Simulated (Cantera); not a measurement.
A closed system holds: 1 mol toluene, 7.3 mol H2, 0.0091 mol CO2, held at 19.0 bar.

Cantera equilibrium calculation (NASA polynomials, part measured and part estimated; ideal gas, pure solids and liquids). Candidate condensed phases: C, C6H6, C7H8, C8H18, H2O; 110 gas species. Equilibrium is a limit: real reactors are often held back by kinetics, nucleation or transport.

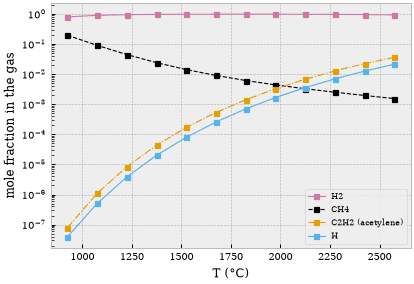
Figure. Equilibrium gas composition (values under 1e-9 drawn at 1e-9)

From 925 °C to 2575 °C the condensed part is C(graphite). The main C-bearing gas is CH4 at 925 °C and C2H2 (acetylene) at 2575 °C. The share of C in condensed phases is highest at 1825 °C (98.2 %) and lowest at 925 °C (73.4 %).
